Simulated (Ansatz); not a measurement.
# Geometry relaxation of SiN2H5F (part 1 of 2)

SiN2H5F, computed with RKS PBE0-D4/STO-3G (Ansatz 0.2.0).

It belongs to a series of runs on one base structure; here: start relaxed.

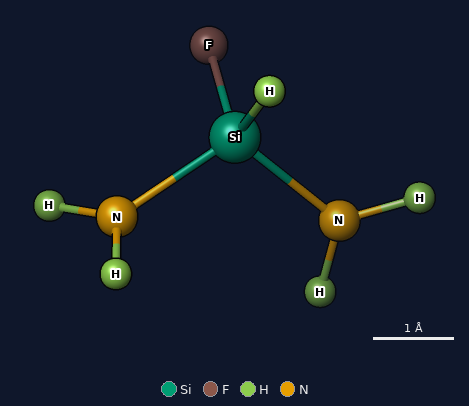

Figure 1. The starting structure (ball-and-stick view, seen at a tilt). Bond lengths as drawn: F–Si 1.59 Å, H–N 1.06 Å, H–Si 1.46 Å and N–Si 1.82 Å.

**Input**
```yaml
crystal:
  periodic: [false, false, false]
  atoms:
    - { symbol: Si, position_ang: [0.0, 0.0, 0.0] }
    - { symbol: F, position_ang: [0.0, 0.0, 1.59] }
    - { symbol: H, position_ang: [1.3768, 0.0, -0.4862] }
    - { symbol: "N", position_ang: [-0.8572, 1.4851, -0.6061] }
    - { symbol: H, position_ang: [-1.8773, 1.43, -0.8888] }
    - { symbol: H, position_ang: [-0.3367, 2.4058, -0.6766] }
    - { symbol: "N", position_ang: [-0.8572, -1.4851, -0.6061] }
    - { symbol: H, position_ang: [-1.3922, -2.1014, 0.0704] }
    - { symbol: H, position_ang: [-0.8219, -1.7344, -1.6357] }
basis:
  gaussian: { orbitals: STO-3G }
hamiltonian:
  xc: pbe0
  dispersion: d4
relax:
  f_tol: 0.02
  max_steps: 40
output:
  orbitals: {}
```

Hardware: 1 thread of Arm Neoverse V1, 24 GiB of memory available, shared host.

Command:
```bash
ansatz run input.yaml --threads 1 --pin off --max-ram 2048MiB --backend cpu --events-out ev --progress --plain --runs-dir out
```

**What the program printed**
```
The last accepted step is kept in [file] (removed where the run ends without a failure and the disk answers)
Engine: ansatz 0.2.0, aarch64-unknown-linux-gnu
Functional definition: PBE0
  parameter a = 0.25
  parameter kappa = 0.804
  parameter beta = 0.06672455060314922
  exchange = (1 - a)*pbe_x(kappa = kappa, mu = beta*pi^2/3) + a*exact_x
  correlation = pbe_c(beta = beta)
406 factors; integrals over basis functions are off by at most 9.2e-6 eV
mean field evaluation 1: about -13473.9474 eV, gradient 3.1e1 eV
mean field evaluation 2: about -13474.9871 eV, gradient 2.6e1 eV
mean field evaluation 4: about -13477.0917 eV, gradient 5.3e-1 eV
mean field evaluation 8: about -13477.0654 eV, gradient 9.5e-3 eV
mean field -13477.06542637 eV, -495.2730193361 hartree, gradient 6.5e-6 eV, S^2 0.000000; 0 other end points of the search recorded, 0 dependent functions left out
the calculation of the forces begins
reference -13477.06544363 eV, -495.2730199705 hartree; 21, 21 occupied and 8, 8 virtual orbitals, 406 factors
relax step   1: F+E_penalty+E_count = -13477.19058574 eV  Δ(F+E_penalty+E_count) = +0.000e0 eV  max|allowed force component| = 3.643e0 eV/Å  Δτ_max = 0.0000 Å  (21 SCF iters, accepted)
these checks for a lower state are left out or cut short: starts, cluster_reference, orbital_swaps, neighbouring_geometries, increment
406 factors; integrals over basis functions are off by at most 9.0e-6 eV
mean field evaluation 16: about -13477.5852 eV, gradient 1.3e-1 eV
mean field -13477.58531743 eV, -495.2921249802 hartree, gradient 1.2e-5 eV, S^2 0.000000; 0 other end points of the search recorded, 0 dependent functions left out
[... from here on the field's lines of each further geometry are left out, up to the last ...]
relax step   2: F+E_penalty+E_count = -13477.71242067 eV  Δ(F+E_penalty+E_count) = -5.218e-1 eV  max|allowed force component| = 1.742e0 eV/Å  Δτ_max = 0.1027 Å  (24 SCF iters, accepted)
relax step   3: F+E_penalty+E_count = -13477.80599270 eV  Δ(F+E_penalty+E_count) = -9.357e-2 eV  max|allowed force component| = 3.260e-1 eV/Å  Δτ_max = 0.0644 Å  (23 SCF iters, accepted)
relax step   4: F+E_penalty+E_count = -13477.83640429 eV  Δ(F+E_penalty+E_count) = -3.041e-2 eV  max|allowed force component| = 4.650e-1 eV/Å  Δτ_max = 0.2000 Å  (24 SCF iters, accepted)
relax step   5: F+E_penalty+E_count = -13477.84441437 eV  Δ(F+E_penalty+E_count) = -8.010e-3 eV  max|allowed force component| = 9.985e-1 eV/Å  Δτ_max = 0.1268 Å  (28 SCF iters, accepted)
relax step   6: F+E_penalty+E_count = -13477.90300441 eV  Δ(F+E_penalty+E_count) = -5.859e-2 eV  max|allowed force component| = 7.424e-1 eV/Å  Δτ_max = 0.0789 Å  (25 SCF iters, accepted)
relax step   7: F+E_penalty+E_count = -13477.92982379 eV  Δ(F+E_penalty+E_count) = -2.682e-2 eV  max|allowed force component| = 5.825e-1 eV/Å  Δτ_max = 0.0891 Å  (23 SCF iters, accepted)
relax step   8: F+E_penalty+E_count = -13477.91848406 eV  Δ(F+E_penalty+E_count) = +1.134e-2 eV  max|allowed force component| = 5.584e-1 eV/Å  Δτ_max = 0.2000 Å  (24 SCF iters, rejected (line search))
relax step   9: F+E_penalty+E_count = -13477.94208768 eV  Δ(F+E_penalty+E_count) = -1.226e-2 eV  max|allowed force component| = 1.792e-1 eV/Å  Δτ_max = 0.1000 Å  (23 SCF iters, accepted)
relax step  10: F+E_penalty+E_count = -13477.94767501 eV  Δ(F+E_penalty+E_count) = -5.587e-3 eV  max|allowed force component| = 1.189e-1 eV/Å  Δτ_max = 0.1000 Å  (24 SCF iters, accepted)
relax step  11: F+E_penalty+E_count = -13477.94596040 eV  Δ(F+E_penalty+E_count) = +1.715e-3 eV  max|allowed force component| = 2.318e-1 eV/Å  Δτ_max = 0.0385 Å  (23 SCF iters, rejected (line search))
relax step  12: F+E_penalty+E_count = -13477.94935201 eV  Δ(F+E_penalty+E_count) = -1.677e-3 eV  max|allowed force component| = 4.550e-2 eV/Å  Δτ_max = 0.0187 Å  (25 SCF iters, accepted)
relax step  13: F+E_penalty+E_count = -13477.94958311 eV  Δ(F+E_penalty+E_count) = -2.311e-4 eV  max|allowed force component| = 1.578e-1 eV/Å  Δτ_max = 0.0750 Å  (24 SCF iters, accepted)
relax step  14: F+E_penalty+E_count = -13477.95056398 eV  Δ(F+E_penalty+E_count) = -9.809e-4 eV  max|allowed force component| = 6.003e-2 eV/Å  Δτ_max = 0.0272 Å  (25 SCF iters, accepted)
the calculation of the forces begins
reference -13477.82358334 eV, -495.3008810910 hartree; 21, 21 occupied and 8, 8 virtual orbitals, 406 factors
relax step  15: F+E_penalty+E_count = -13477.95067465 eV  Δ(F+E_penalty+E_count) = -1.107e-4 eV  max|allowed force component| = 1.685e-2 eV/Å  Δτ_max = 0.0049 Å  (19 SCF iters, accepted)
```

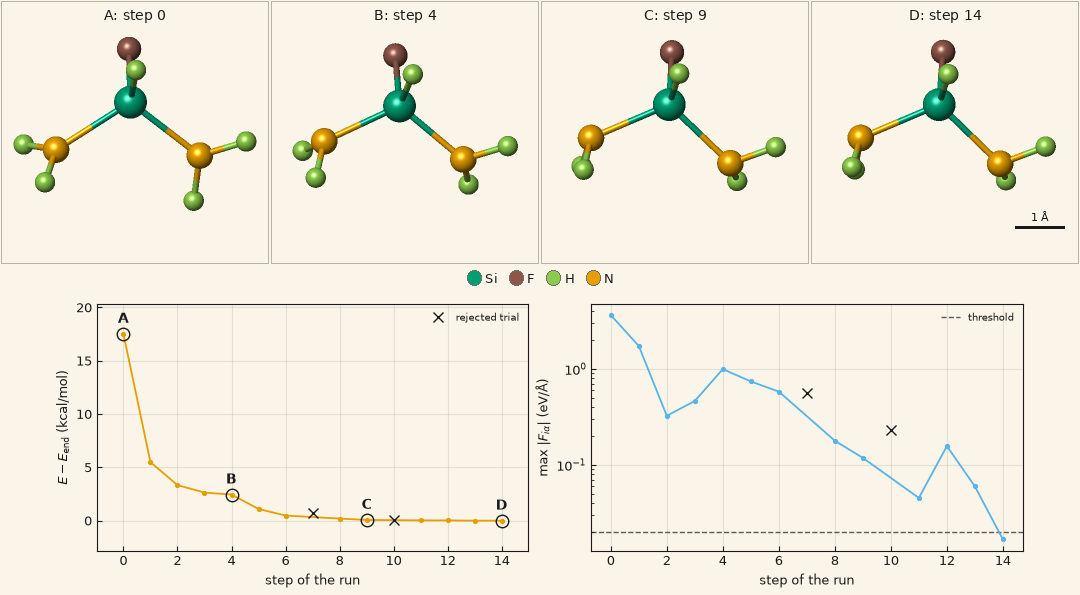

Figure 2. Frames of the relaxation (ball-and-stick view, seen at a tilt) above the curves, on which the letters mark them (the first geometry is step 0 here and step 1 in the log).

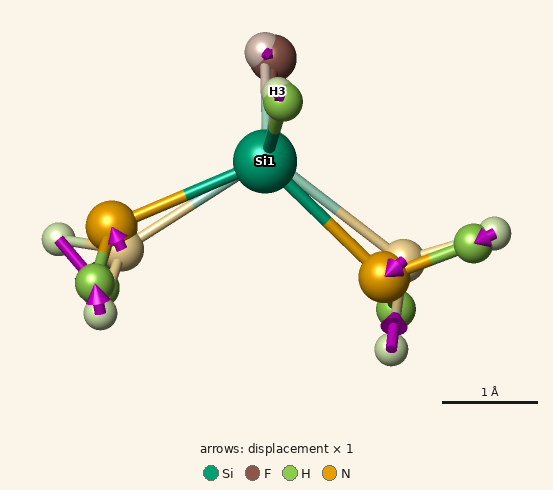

Figure 3. Start (faint) and end (solid) with the displacements as pink arrows, at true length (ball-and-stick view, seen at a tilt). The two geometries are laid on each other by the best rigid fit. After 14 geometry steps the energy has fallen by 17.5 kcal/mol. Largest force component: 3.6 eV/Å at the start, 0.017 eV/Å at the end. The line search rejected the trial steps at points 7, 10 (counted from 0) and went back. H8 moves most after the best rigid fit: 0.67 Å. By element the largest moves are H 0.67 Å, N 0.29 Å, F 0.11 Å, Si 0.07 Å. Distances before and after: Si1–N4 1.819 → 1.757 Å, Si1–F2 1.590 → 1.634 Å, N4–H5 1.060 → 1.043 Å, Si1–H3 1.460 → 1.447 Å. Among the angles that change: H8–N7–H9 120.0° → 104.5°, H5–N4–H6 120.0° → 105.1°, Si1–N7–H9 120.0° → 110.7°. (Atoms are counted from 1 in the order of the input.)

```
406 factors; integrals over basis functions are off by at most 3.1e-5 eV
mean field -13477.82356749 eV, -495.3008805085 hartree, gradient 9.5e-6 eV, S^2 0.000000; 1 other end points of the search recorded, 0 dependent functions left out
the calculation of the forces begins
reference -13477.82358334 eV, -495.3008810910 hartree; 21, 21 occupied and 8, 8 virtual orbitals, 406 factors
Total energy: -13477.95069050 eV, -495.3055521928 hartree
Atom 0 at    -0.012911    -0.026065    -0.061717 Å, force     0.010072    -0.004305    -0.011481 eV/Å
Atom 1 at    -0.056908     0.089568     1.567542 Å, force    -0.003584    -0.001011    -0.002908 eV/Å
Atom 2 at     1.339973     0.056315    -0.567356 Å, force    -0.000485    -0.001989    -0.000096 eV/Å
Atom 3 at    -0.916781     1.284422    -0.804909 Å, force     0.000816    -0.003526     0.007128 eV/Å
Atom 4 at    -1.824431     1.480636    -0.330959 Å, force    -0.010564     0.003164    -0.000161 eV/Å
Atom 5 at    -0.399013     2.188847    -0.784267 Å, force     0.003315    -0.001676    -0.000404 eV/Å
Atom 6 at    -0.664434    -1.606736    -0.462629 Å, force    -0.008553     0.008316     0.016845 eV/Å
Atom 7 at    -1.697318    -1.654414    -0.317556 Å, force     0.002708    -0.000375    -0.000369 eV/Å
Atom 8 at    -0.533878    -1.812572    -1.477249 Å, force     0.006275     0.001401    -0.008554 eV/Å
Dipole moment:    -0.135393     0.267247    -0.078827 e Å
```

**Trajectory as extended XYZ (Å, eV, eV/Å), 15 frames, from step=1 to step=15**
```
9
Properties=species:S:1:pos:R:3:forces:R:3 step=1 energy=-13477.19059
Si    0.0000    0.0000    0.0000   -2.3470   0.0489  -3.6426
F     0.0000    0.0000    1.5900   -0.0853  -0.2191   1.5692
H     1.3768    0.0000   -0.4862   -0.1735   0.1893   0.0601
N    -0.8572    1.4851   -0.6061    1.1175  -1.8266   0.6614
H    -1.8773    1.4300   -0.8888    1.5940   0.6699   0.3517
H    -0.3367    2.4058   -0.6766   -1.3183  -1.1341  -0.1439
N    -0.8572   -1.4851   -0.6061    0.9345   1.7044   0.9290
H    -1.3922   -2.1014    0.0704    0.6328   0.6280  -1.5332
H    -0.8219   -1.7344   -1.6357   -0.3548  -0.0607   1.7482
9
Properties=species:S:1:pos:R:3:forces:R:3 step=2 energy=-13477.71242
Si   -0.0028   -0.0058   -0.0236   -1.2469   0.1921  -1.7417
F    -0.0220   -0.0393    1.5842   -0.0165  -0.1761   0.8748
H     1.3705    0.0586   -0.4994   -0.0678   0.0225   0.0254
N    -0.8338    1.4207   -0.6055    0.7568  -1.1323   0.3595
H    -1.8379    1.4128   -0.8342    0.2223   0.2452   0.0739
H    -0.3692    2.3339   -0.7118   -0.3065  -0.1034  -0.0716
N    -0.8384   -1.4352   -0.5924    0.6968   0.9997   0.6062
H    -1.4270   -2.0181    0.0214    0.1080   0.0857  -0.3652
H    -0.8052   -1.7277   -1.5777   -0.1463  -0.1335   0.2387
9
Properties=species:S:1:pos:R:3:forces:R:3 step=3 energy=-13477.80599
Si   -0.0349   -0.0015   -0.0433    0.3260   0.0614  -0.0336
F    -0.0559   -0.0684    1.5831   -0.0423  -0.0634   0.2001
H     1.3376    0.0747   -0.5090    0.0178   0.0479   0.0163
N    -0.8160    1.3937   -0.6192   -0.2879   0.0928  -0.1826
H    -1.8318    1.4417   -0.7770    0.1442   0.0989   0.0921
H    -0.3569    2.3021   -0.7444   -0.0146   0.0310  -0.0273
N    -0.8084   -1.4165   -0.5827   -0.0352  -0.1895  -0.0630
H    -1.4104   -1.9941    0.0110   -0.0714  -0.0312  -0.0154
H    -0.7889   -1.7317   -1.5576   -0.0367  -0.0478   0.0134
9
Properties=species:S:1:pos:R:3:forces:R:3 step=4 energy=-13477.83640
Si   -0.0348   -0.0039   -0.0680    0.0442  -0.0695   0.1604
F    -0.1293   -0.0645    1.5615    0.0065  -0.0439   0.0744
H     1.3479    0.1098   -0.4931   -0.0542   0.0131  -0.0617
N    -0.8212    1.3869   -0.6671   -0.4650   0.1921  -0.2177
H    -1.8442    1.5353   -0.6007    0.3930  -0.0720   0.0369
H    -0.3329    2.2788   -0.8178    0.0312  -0.0074   0.0191
N    -0.7562   -1.4647   -0.5869   -0.0150  -0.2071   0.1088
H    -1.4344   -1.9800   -0.0102    0.0326   0.1180  -0.0508
H    -0.7605   -1.7976   -1.5567    0.0267   0.0767  -0.0693
```
